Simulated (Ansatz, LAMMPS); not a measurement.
# Which site? a vacancy of Al in glassy 40SiO2-28Al2O3-16Li2O-16SrO (mol %) (85 atoms): runs compared

Aim: make a vacancy of Al at several sites of glassy 40SiO2-28Al2O3-16Li2O-16SrO (mol %) (85 atoms), relax each, and compare their energies.

Computed with Ansatz 0.2.0: Kohn-Sham DFT, PBEsol, PAW (set soft_2), plane waves.

### 1. The cell as built

The cell holds 85 atoms: 10 Si, 14 Al, 8 Li, 4 Sr and 49 O. Cell: a = 10.152 Å, b = 10.152 Å, c = 10.152 Å, α = 90.0°, β = 90.0°, γ = 90.0°. 85 atoms (10 Si, 14 Al, 8 Li, 4 Sr, 49 O) placed at random at 2.93 g/cm³, melted at 4000 K for 10 ps at fixed volume with the Morse and Coulomb pair potential with partial charges (Pedone, Malavasi, Menziani, Cormack and Segre, J. Phys. Chem. B 110, 11780 (2006)). Quenched from 4000 K to 300 K at 6 K/ps and fixed volume, held 5 ps, then minimised at fixed cell.

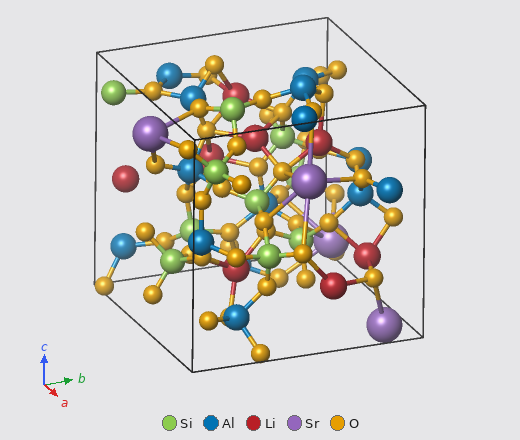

The cell as built. Bonds to atoms that aren't drawn are left out. Some periodic images of atoms are drawn too.

What the set-up can't give: The quench rate of 6 K/ps is many orders above laboratory rates, so the cell is likely richer in defects and strain than a real sample. The network of bonds at the start is that of the classical potential that made the cell, and needn't be the one that DFT or experiment would give. The Brillouin zone is sampled at Γ only, in a cell whose shortest periodic width is 10 Å.

### 2. The reference run

The reference is a single point at the end of the relaxation.

Every defect cell starts from the geometry of this run and is relaxed in the fixed cell.

Its input, with most atom lines left out:

```yaml
crystal:
  lattice:
    - [10.1517, 0.0, 0.0]
    - [0.0, 10.1517, 0.0]
    - [0.0, 0.0, 10.1517]
  atoms:
    - { symbol: Si, position: [0.60407, 0.45334, 0.51736] }
    - { symbol: Si, position: [0.16732, 5.0e-05, 0.89193] }
    - { symbol: Si, position: [0.78851, 0.17535, 0.76793] }
    - { symbol: Si, position: [0.50892, 0.11382, 0.27836] }
    - { symbol: Si, position: [0.58149, 0.65359, 0.30861] }
    - { symbol: Si, position: [0.60454, 0.3347, 0.93551] }
    - { symbol: Si, position: [0.88653, 0.36803, 0.40993] }
    [... atom lines 8 to 85 left out ...]
kpoints:
  mp_grid: { grid: [1, 1, 1] }
hamiltonian:
  xc: pbesol
scf:
  occupations: { method: fermi_dirac, width: 0.025 }
output:
  forces: true
  stress: true
  populations: true
  dos:
    method: { smearing: { sigma: 0.08 } }
    de: 0.1
    projected: { site_lists: { Al: [Al], Li: [Li], O: [O], Si: [Si], Sr: [Sr] } }
  eigenvalues: true
  write_density: true
  write_potential: true
  volumetric_format: npy
  elf: true
```

- free energy per atom: -667.6040 eV/atom
- r.m.s. force component: 0.00895 eV/Å
- pressure: -1.113 GPa

Filled and empty levels are parted by 3.82 eV (at Γ alone); a semilocal functional tends to put such gaps too low. In a disordered cell it changes from sample to sample, and tail or defect levels can set it.

### 3. The runs

Each row is one run, on 4 threads of Arm Neoverse V2, shared host. The free energy is the program's total, comparable only between runs with the same functional, potentials and atoms.

| run | atoms | outcome | ionic steps, all passes | free energy (eV) | time | host memory (GiB) |
| --- | --- | --- | --- | --- | --- | --- |
| Single point at the start | 85 | converged | - | -56742.985 | 7.3 s | 1.2 |
| Relaxation | 85 | converged | 10 | -56746.341 | 54 s | 1.3 |
| Single point at the relaxed geometry | 85 | converged | - | -56746.341 | 13 s | 1.3 |
| Vacancy of Al, site Al21 | 84 | converged | 21 | -56210.427 | 7 min | 2.2 |
| Vacancy of Al, site Al18 | 84 | converged | 35 | -56209.748 | 12 min | 2.2 |
| Vacancy of Al, site Al20 | 84 | converged | 14 | -56209.683 | 5.9 min | 2.1 |
| Vacancy of Al, site Al13 | 84 | converged | 41 | -56212.434 | 13 min | 2.2 |
| Vacancy of Al, site Al17 | 84 | cut at the time limit | 9 | -56210.117 | 4.1 min | 2.0 |

The surroundings of site Al13, the cheapest one, after relaxation: 14 atoms, nearest first, with positions taken from that point. Atoms keep their numbers of the cell before the removal, where the removed atom was number 13.

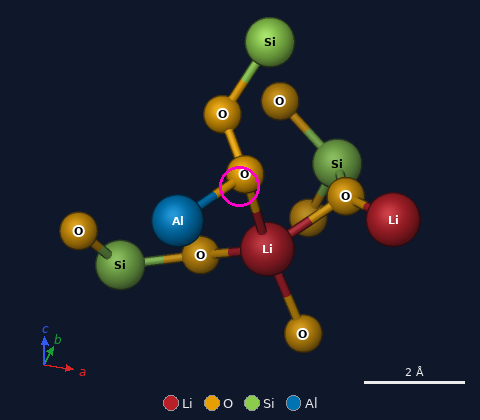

The atoms of the table, within 3.4 Å (arrows a, b, c point along x, y, z); some may hide others. A ring marks the centre wherever it is empty.

| atom | x | y | z | distance (Å) | bonds | moment (μB) |
| --- | --- | --- | --- | --- | --- | --- |
| Li25 | 0.71 | -0.36 | -1.12 | 1.37 | 4 | 0.00 |
| O64 | 0.42 | -1.12 | 1.04 | 1.58 | 3 | 0.25 |
| O43 | -0.31 | -0.30 | 1.82 | 1.87 | 2 | 0.23 |
| O41 | -0.85 | 0.29 | -1.95 | 2.15 | 4 | 0.00 |
| O79 | 1.97 | 0.86 | -0.34 | 2.18 | 3 | 0.05 |
| O84 | 0.07 | 2.58 | 0.51 | 2.63 | 3 | 0.01 |
| Si7 | 1.36 | 2.34 | -0.56 | 2.76 | 4 | 0.00 |
| Al21 | -0.45 | -2.91 | 0.82 | 3.06 | 4 | 0.00 |
| Si4 | -2.37 | -0.25 | -2.17 | 3.22 | 4 | 0.00 |
| Li30 | 3.30 | -0.33 | 0.07 | 3.32 | 3 | 0.00 |
| O59 | 0.75 | 2.51 | -2.06 | 3.33 | 3 | 0.00 |
| Si3 | 0.45 | 0.34 | 3.30 | 3.35 | 4 | 0.00 |
| O82 | -2.99 | -1.18 | -0.94 | 3.35 | 3 | 0.00 |
| O85 | 1.49 | -0.30 | -2.99 | 3.36 | 4 | 0.00 |

The column of bonds counts only the pairs O-O within 1.49 Å, O-Al within 2.49 Å, O-Si within 2.12 Å, O-Li within 2.48 Å, O-Sr within 3.05 Å; other neighbours, such as metal atoms beside each other in a compound, aren't counted, and periodic images can show an atom twice.

### 4. The sites compared

All these cells hold the same atoms, so their energies can be compared with no chemical potential.

| site | neighbours | mean distance (Å) | atoms within 6 Å | energy over the best site (eV) | before relaxation (eV) | gain on relaxing (eV) | moment (μB) |
| --- | --- | --- | --- | --- | --- | --- | --- |
| Al13 | O4 | 1.77 | 69 | 0.00 | 0.08 | 4.30 | 1.0 |
| Al21 | O4 | 1.78 | 69 | 2.01 | 0.00 | 2.21 | 3.0 |
| Al17 * | O4 | 1.78 | 73 | 2.32 | 0.07 | 1.97 | - |
| Al18 | O4 | 1.77 | 72 | 2.69 | 0.07 | 1.60 | 3.0 |
| Al20 | O4 | 1.77 | 64 | 2.75 | 0.22 | 1.69 | 3.0 |

* The relaxation didn't finish, so this cell's energy would fall further, and differences against it can move either way. Neighbours are those of the relaxed host within 2.33 Å (O-Al); other pairs aren't counted.

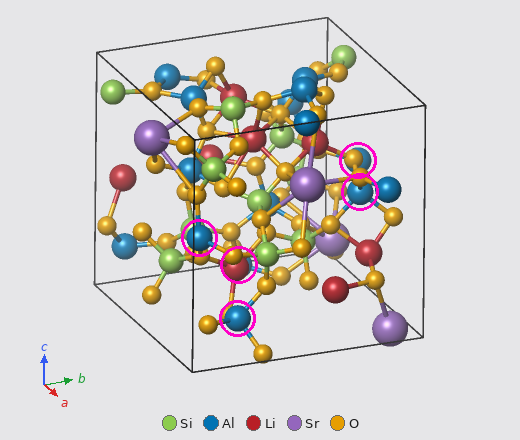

The relaxed cell with the tried sites ringed. Some periodic images of atoms are drawn too.

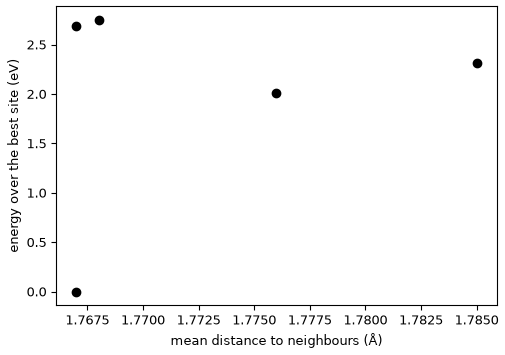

Site energy against the site's surroundings.

### 5. What came out

The cheapest site is Al13 (4 neighbours, O4); the dearest, Al20 (4 neighbours, O4), costs 2.8 eV more. Over 5 sites the energy shows no clear trend with the mean distance to neighbours. The chemistry differs between sites, which can decide the order more than coordination does: at Al13 an O–O bond under 1.6 Å formed; at Al21 Li moved to within 1.0 Å of the empty place. At Al13 (largest move 2.5 Å) and Al21 (largest move 1.9 Å) other atoms changed place, so the end state is more than the plain defect. Relaxation changes the order: the best site before relaxing was Al21.

**Limits.** Defects are neutral and interact with their images. The reference ran with fermi-dirac smearing of 0.025 eV, but 5 of the 5 defect cells with fermi-dirac smearing of 0.025 eV, spin polarised. In a disordered cell the relaxation can also rearrange atoms far from the site. In the spin-polarised runs the search for a state of lower energy was switched off. Only 5 of the 14 Al sites were tried; unless symmetry makes the others alike to these, a cheaper one may exist. A local or semilocal functional tends to spread out the unpaired spin of such defects. Sites that ended on different moments differ in electronic state too.

The DFT runs together took 43 min of wall time.

[Logs are printed without paths, hosts, clocks, repeated set-up lines and the standing remarks that a program may print on its own settings, such as how far it seeks lower states.]

[Hosts, paths, dates, database ids (printed as entryN), source tags and the programs' standing remarks are cut or masked in the printed files.]
